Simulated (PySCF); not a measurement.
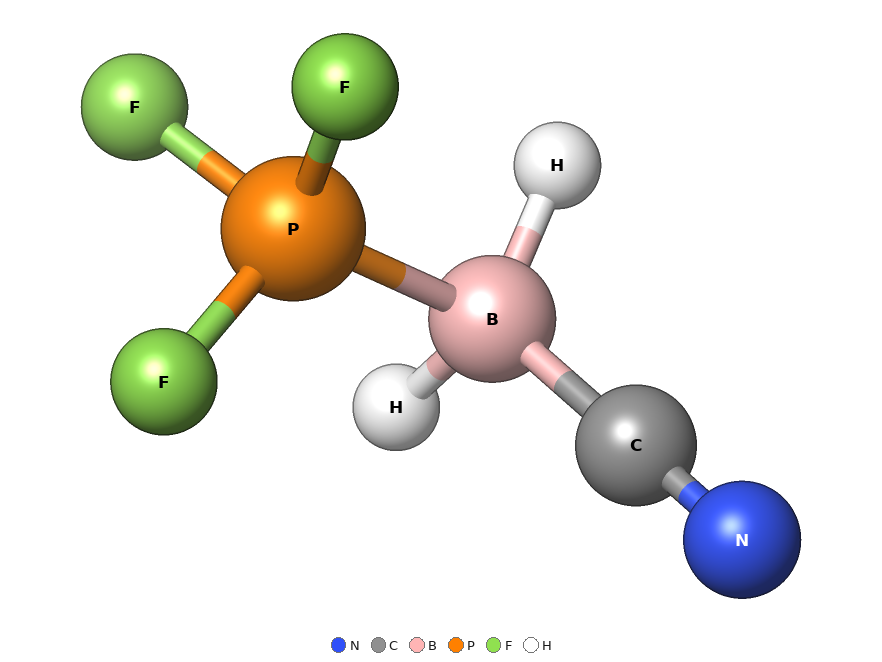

The picture shows a molecular structure as a ball-and-stick model.

Description:

It has 9 atoms: 1 carbon, 2 hydrogen, 1 boron, 3 fluorine, 1 nitrogen and 1 phosphorus (CH2BF3NP). SMILES: `N#C[BH2-][P+](F)(F)F`. It has no ring. Among its groups: nitrile, B–H bond. Coordination: 1 C linear; 1 B tetrahedral; 1 P tetrahedral.

The parts below concern this one geometry. Atoms keep their numbers from picture to picture. Computed geometry: PBE0-D3(BJ)/def2-SVP optimisation. No frequency run is at hand to confirm it as a minimum.

**Shape**

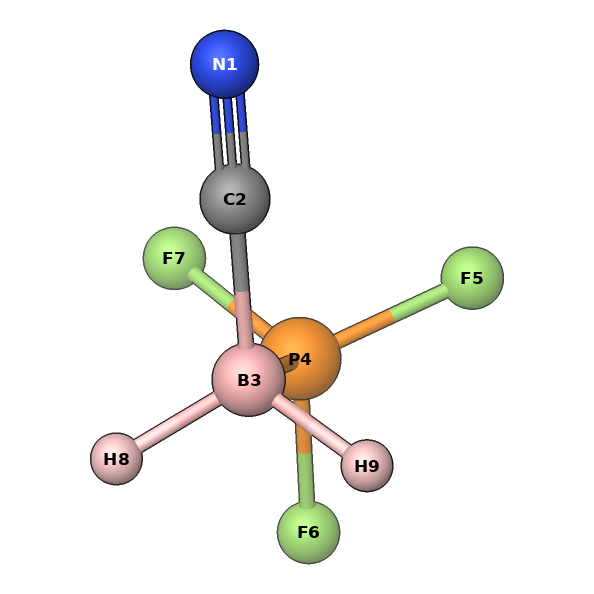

P4 lies behind B3. The molecule seen a little off the B3–P4 bond, B3 in front. Depth is shown by fading: the farther an atom, the more it takes the colour of the background. No frequency run is at hand to confirm it as a minimum.

Question: What is the torsion angle C2–B3–P4–F5? The sign is positive where the front bond must turn clockwise to cover the back bond.

Answer: 64°, synclinal (gauche). The bonds about B3–P4 are staggered.

**Levels of theory compared**

No frequency run is at hand to confirm it as a minimum. Program: PySCF 2.14.0.

Compare HOMO energy (eV) at these levels: BHandHLYP/aug-pcX-1 (pcseg-1 on H) (def2-SVPD on P); CAM-B3LYP/def2-SVPD; CAM-B3LYP/def2-SVPD in methanol (IEF-PCM); CAM-B3LYP/pcSseg-2; PBE0/pcSseg-1; PBE0/pcSseg-1 in methanol (IEF-PCM); PBE0/pcSseg-1 in water (IEF-PCM).

```json
{"level": "BHandHLYP/aug-pcX-1 (pcseg-1 on H) (def2-SVPD on P)", "HOMO energy (eV)": "−10.44"}
{"level": "CAM-B3LYP/def2-SVPD", "HOMO energy (eV)": "−10.68"}
{"level": "CAM-B3LYP/def2-SVPD in methanol (IEF-PCM)", "HOMO energy (eV)": "−10.79"}
{"level": "CAM-B3LYP/pcSseg-2", "HOMO energy (eV)": "−10.63"}
{"level": "PBE0/pcSseg-1", "HOMO energy (eV)": "−9.19"}
{"level": "PBE0/pcSseg-1 in methanol (IEF-PCM)", "HOMO energy (eV)": "−9.32"}
{"level": "PBE0/pcSseg-1 in water (IEF-PCM)", "HOMO energy (eV)": "−9.33"}
```

**Excitation**

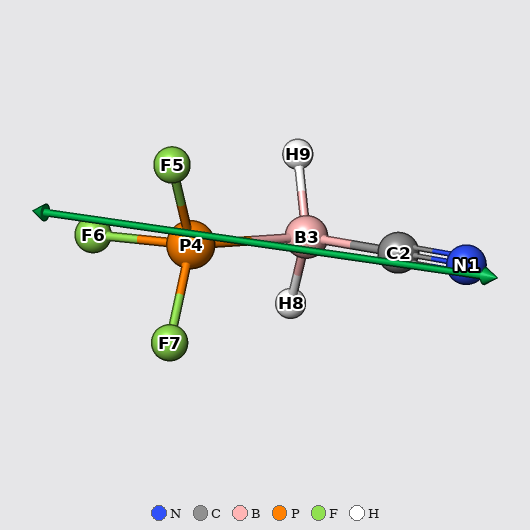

The double arrow shows the direction of the transition dipole to excited singlet state 2 (its length means nothing). No frequency run is at hand to confirm it as a minimum. Level of theory: TDDFT CAM-B3LYP/def2-SVPD, vertical, IEF-PCM methanol (non-equilibrium linear response), core orbitals frozen in the response (PySCF 2.14.0).

Question: How is the transition polarised?

Answer: Nearly parallel to the P4–F6 bond.

Question: Where does the transition lie, and how strong is it?

Answer: 7.51 eV (165 nm), oscillator strength 0.019, mainly HOMO−1 → LUMO (weight 0.51); transition dipole 0.81 D.

**NMR shielding**

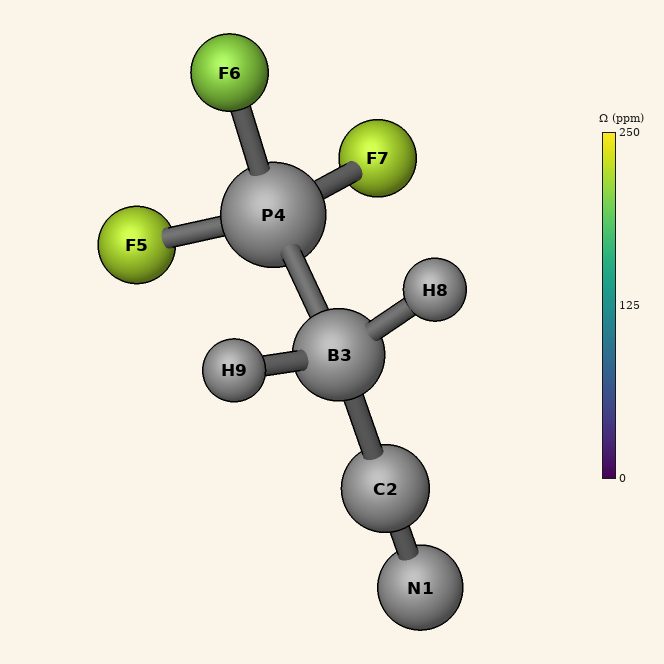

The F atoms are coloured by the span of their shielding tensor. No frequency run is at hand to confirm it as a minimum. Properties computed with GIAO CAM-B3LYP/pcSseg-2 NMR shielding, non-relativistic, gas phase (PySCF 2.14.0). Principal shieldings σ11 ≤ σ22 ≤ σ33, span Ω = σ33 − σ11, skew κ = 3(σiso − σ22)/Ω.

Give the shielding tensors of the F atoms.

```
atom    σ11    σ22    σ33   σiso      Ω     κ
  F5  128.7  205.8  348.8  227.8  220.1  0.30
  F6  143.7  209.0  351.7  234.8  208.0  0.37
  F7  128.0  207.5  348.4  227.9  220.4  0.28
```

Shieldings and span in ppm.
